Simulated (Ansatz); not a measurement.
# CH4Cl2Ga with multiplicity 2: two geometries relaxed

Aim: relax the geometries before and after the reaction (atom abstraction by a radical), and see whether they are two minima and how far apart in energy. Meant to form: H2–C5; to break: Ga1–H2. The start is a guess near the saddle point, from which both ends are pulled out.

Program: Ansatz 0.2.0. Level of theory: UKS PBE-D4/def2-SVP. These are calculated values, not measurements.

### 1 The starting structure

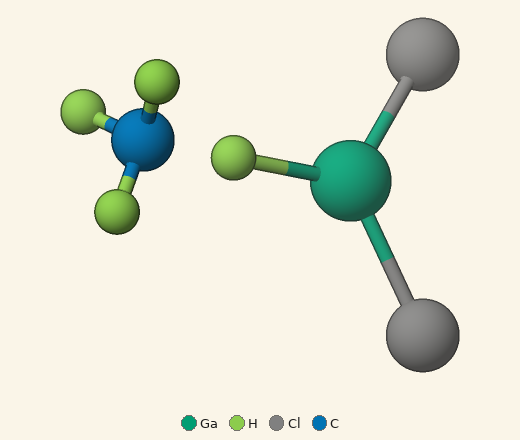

The starting structure, seen from a chosen angle (gallium teal, hydrogen green, chlorine grey, carbon blue).

Structure file:

```xyz
8

Ga    0.0000    0.0000    0.0000
H     0.0000    0.0000    1.8200
Cl    1.9398    0.0000   -1.1200
Cl   -1.9398    0.0000   -1.1200
C     0.0000    0.0000    3.2300
H    -0.5653   -0.8805    3.6005
H     1.0452   -0.0494    3.6005
H    -0.4798    0.9298    3.6005
```

### 2 A restrained relaxation towards end A

Springs on the bonds that form and break draw the guess towards this end; the thresholds are loose.

input.yaml

```yaml
crystal:
  periodic: [false, false, false]
  atoms:
    - { symbol: Ga, position_ang: [0.0, 0.0, 0.0] }
    - { symbol: H, position_ang: [0.0, 0.0, 1.82] }
    - { symbol: Cl, position_ang: [1.9398, 0.0, -1.12] }
    - { symbol: Cl, position_ang: [-1.9398, 0.0, -1.12] }
    - { symbol: C, position_ang: [0.0, 0.0, 3.23] }
    - { symbol: H, position_ang: [-0.5653, -0.8805, 3.6005] }
    - { symbol: H, position_ang: [1.0452, -0.0494, 3.6005] }
    - { symbol: H, position_ang: [-0.4798, 0.9298, 3.6005] }
magnetization:
  spin_polarized: true
  initial_magnetization: 1
basis:
  gaussian: { orbitals: def2-SVP }
hamiltonian:
  xc: pbe
  dispersion: d4
relax:
  f_tol: 0.15
  max_steps: 25
  restrain:
    - { distance: [1, 4], at: 2.31, k: 30.0 }
    - { distance: [0, 1], at: 1.57, k: 30.0 }
```

The run is started by

```sh
$ ansatz run input.yaml --threads 4 --pin off --max-ram 5120MiB --backend cpu --events-out ev --progress --plain --runs-dir out
```

Standard output (excerpt; [...] marks lines left out):

```text
Warning: RAYON_NUM_THREADS=4 ignored (pool sized by the plan → 4); use --threads N
[...]
Functional definition: PBE
[...]
1135 factors; their error is unknown
[...]
mean field -78491.67467448 eV, -2884.5158407193 hartree, gradient 1.1e-5 eV, S^2 0.752857; 0 other end points of the search recorded, 0 dependent functions left out
[...]
reference -78491.67471459 eV, -2884.5158421933 hartree; 38, 37 occupied and 64, 65 virtual orbitals, 1135 factors
relax step   1: F+E_penalty+E_count = -78491.83221070 eV  Δ(F+E_penalty+E_count) = +0.000e0 eV  max|allowed force component| = 2.958e0 eV/Å  E_restraint = 13.08750000 eV  max|allowed force component, restraints' pulls added| = 3.154e1 eV/Å  Δτ_max = 0.0000 Å  (31 SCF iters, accepted)
[...]
relax step   4: F+E_penalty+E_count = -78491.15232733 eV  Δ(F+E_penalty+E_count) = -2.350e-2 eV  max|allowed force component| = 8.640e-1 eV/Å  E_restraint = 0.00065999 eV  max|allowed force component, restraints' pulls added| = 8.640e-1 eV/Å  Δτ_max = 0.1909 Å  (31 SCF iters, accepted)
[...]
relax step   5: F+E_penalty+E_count = -78491.19346959 eV  Δ(F+E_penalty+E_count) = -4.114e-2 eV  max|allowed force component| = 1.309e-1 eV/Å  E_restraint = 0.00018609 eV  max|allowed force component, restraints' pulls added| = 1.048e-1 eV/Å  Δτ_max = 0.0486 Å  (31 SCF iters, accepted)
  distance H 1 - C 4 = 2.3065 Å
  distance Ga 0 - H 1 = 1.5700 Å
1135 factors; their error is unknown
[...]
mean field -78491.04176375 eV, -2884.4925816787 hartree, gradient 6.8e-6 eV, S^2 0.753537; 1 other end points of the search recorded, 0 dependent functions left out
[...]
reference -78491.04180449 eV, -2884.4925831760 hartree; 38, 37 occupied and 64, 65 virtual orbitals, 1135 factors
Total energy: -78491.19351033 eV, -2884.4981582629 hartree
Atom 0 at     0.000010    -0.000048    -0.165188 Å, force    -0.000084     0.000111    -0.104333 eV/Å
Atom 1 at    -0.000516     0.000042     1.404797 Å, force    -0.000191    -0.000017     0.130860 eV/Å
Atom 2 at     1.821282    -0.000062    -1.333434 Å, force    -0.042304    -0.000036     0.024121 eV/Å
Atom 3 at    -1.820358    -0.000078    -1.334791 Å, force     0.042370    -0.000036     0.023846 eV/Å
Atom 4 at     0.000026    -0.000009     3.711275 Å, force     0.004155    -0.000513    -0.048558 eV/Å
Atom 5 at    -0.594133    -0.924361     3.777760 Å, force     0.042057     0.065035    -0.008644 eV/Å
Atom 6 at     1.098059    -0.051812     3.772787 Å, force    -0.081447     0.003767    -0.008596 eV/Å
Atom 7 at    -0.504269     0.976227     3.778294 Å, force     0.035443    -0.068310    -0.008696 eV/Å
Dipole moment:     0.000281    -0.000068     0.503292 e Å
```

Wall time 10 s (4 threads of Arm Neoverse V1, shared host); peak memory 0.18 GiB.

Relaxation path:

```
step  energy from step 1 (eV)  largest force component (eV/Å)
   1                   0.0000                          2.9578
   2                   0.5623                          1.2763
   3                   0.7034                          1.1615
   4                   0.6799                          0.8640
   5                   0.6387                          0.1309
```

Step 1 is the start. Energies and forces in the table leave out the springs, which the log lists apart; the run stops on the force with the springs' pull added.

After: Bond lengths: Ga1–H2 1.570 Å, Ga1–Cl3 2.164 Å, Ga1–Cl4 2.164 Å, C5–H6 1.101 Å, C5–H7 1.101 Å, C5–H8 1.101 Å. Angles: H2–Ga1–Cl3 122.7°, H2–Ga1–Cl4 122.7°, Cl3–Ga1–Cl4 114.6°, H6–C5–H7 119.7°, H6–C5–H8 119.6°, H7–C5–H8 119.7°.

### 3 End point A

It starts where the restrained run ended.

input.yaml

```yaml
crystal:
  periodic: [false, false, false]
  atoms:
    - { symbol: Ga, position_ang: [1.0e-05, -4.8e-05, -0.165188] }
    - { symbol: H, position_ang: [-0.000516, 4.2e-05, 1.404797] }
    - { symbol: Cl, position_ang: [1.821282, -6.2e-05, -1.333434] }
    - { symbol: Cl, position_ang: [-1.820358, -7.8e-05, -1.334791] }
    - { symbol: C, position_ang: [2.6e-05, -9.0e-06, 3.711275] }
    - { symbol: H, position_ang: [-0.594133, -0.924361, 3.77776] }
    - { symbol: H, position_ang: [1.098059, -0.051812, 3.772787] }
    - { symbol: H, position_ang: [-0.504269, 0.976227, 3.778294] }
magnetization:
  spin_polarized: true
  initial_magnetization: 1
basis:
  gaussian: { orbitals: def2-SVP }
hamiltonian:
  xc: pbe
  dispersion: d4
relax:
  f_tol: 0.03
  max_steps: 50
output:
  orbitals: {}
```

The run is started by

```sh
$ ansatz run input.yaml --threads 4 --pin off --max-ram 5120MiB --backend cpu --events-out ev --progress --plain --runs-dir out
```

Standard output (excerpt; [...] marks lines left out):

```text
Warning: RAYON_NUM_THREADS=4 ignored (pool sized by the plan → 4); use --threads N
[...]
[... 1 set-up line as earlier in the session ...]
[...]
1135 factors; their error is unknown
[...]
mean field -78491.04176391 eV, -2884.4925816846 hartree, gradient 4.1e-5 eV, S^2 0.753537; 0 other end points of the search recorded, 0 dependent functions left out
[...]
reference -78491.04180465 eV, -2884.4925831819 hartree; 38, 37 occupied and 64, 65 virtual orbitals, 1135 factors
relax step   1: F+E_penalty+E_count = -78491.19346975 eV  Δ(F+E_penalty+E_count) = +0.000e0 eV  max|allowed force component| = 1.309e-1 eV/Å  Δτ_max = 0.0000 Å  (31 SCF iters, accepted)
[...]
relax step   5: F+E_penalty+E_count = -78491.88230825 eV  Δ(F+E_penalty+E_count) = -5.204e-1 eV  max|allowed force component| = 2.979e0 eV/Å  Δτ_max = 0.1949 Å  (36 SCF iters, accepted)
[...]
reference -78492.50522512 eV, -2884.5463628923 hartree; 38, 37 occupied and 64, 65 virtual orbitals, 1135 factors
Total energy: -78492.63953305 eV, -2884.5512986177 hartree
Atom 0 at     0.034325    -0.034151    -0.499784 Å, force    -0.001519    -0.003599     0.006268 eV/Å
Atom 1 at     0.090525    -0.041960     2.362530 Å, force    -0.002842    -0.000297     0.017369 eV/Å
Atom 2 at     1.877277     0.030540    -1.691076 Å, force     0.003875     0.001469    -0.004235 eV/Å
Atom 3 at    -1.908806     0.028447    -1.519758 Å, force    -0.001529     0.001299    -0.001854 eV/Å
Atom 4 at    -0.000594    -0.004766     3.468588 Å, force     0.003947     0.003082    -0.008820 eV/Å
Atom 5 at    -0.595944    -0.870522     3.813302 Å, force     0.002556    -0.000034    -0.002665 eV/Å
Atom 6 at     1.009631    -0.042291     3.917443 Å, force    -0.012525     0.003247    -0.005036 eV/Å
Atom 7 at    -0.506313     0.934602     3.760255 Å, force     0.008036    -0.005167    -0.001027 eV/Å
Dipole moment:     0.012561    -0.017622     0.368650 e Å
```

It took 30 s on 4 threads of Arm Neoverse V1, shared host; peak memory 0.18 GiB.

The steps of the relaxation:

```
step  energy from step 1 (eV)  largest force component (eV/Å)
   1                   0.0000                          0.1309
   2                  -0.0252                          0.3914
   3                  -0.0694                          0.6923
   4                  -0.1685                          1.2981
   5                  -0.6888                          2.9790
   6                  -1.0582                          2.3492
   7                  -1.1297                          3.6598
   8                  -1.3533                          0.9402
   9                  -1.4081                          0.3925
  10                  -1.4348                          0.2211
  11                  -1.4435                          0.0639
  12                  -1.4447                          0.0306
  13                  -1.4451                          0.0391
 14x                  -1.4442                          0.1796
 15x                  -1.4446                          0.1156
  16                  -1.4456                          0.0096
  17                  -1.4458                          0.0937
  18                  -1.4460                          0.0174
```

Step 1 is the start. 2 steps were tried and not accepted (marked x).

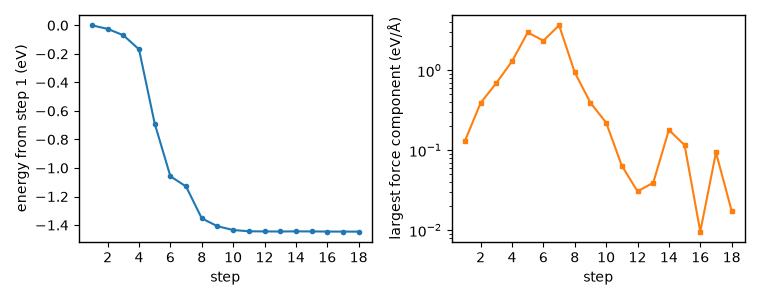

Energy and largest force along the relaxation.

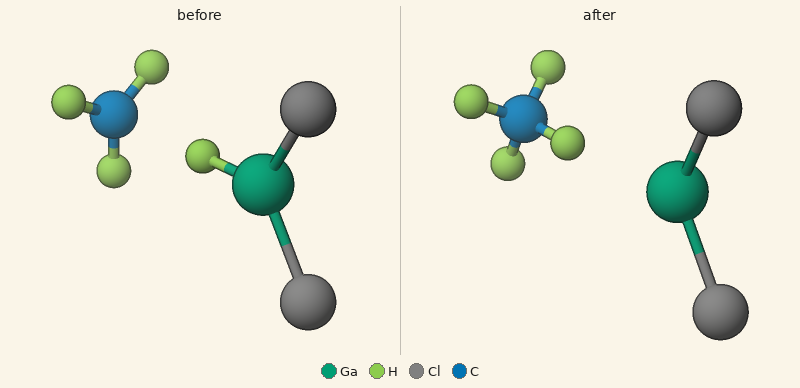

Before and after, at one scale.

After: Bond lengths: Ga1–Cl3 2.195 Å, Ga1–Cl4 2.195 Å, H2–C5 1.110 Å, C5–H6 1.106 Å, C5–H7 1.106 Å, C5–H8 1.106 Å. Angles: Cl3–Ga1–Cl4 119.3°, H2–C5–H6 109.2°, H2–C5–H7 109.2°, H2–C5–H8 109.2°, H6–C5–H7 109.8°, H6–C5–H8 109.7°, H7–C5–H8 109.8°.

Pairs that crossed the distance rule for bonds on the way: came closer H2–C5; moved apart Ga1–H2.

(Part 1 of 2 ends here.)
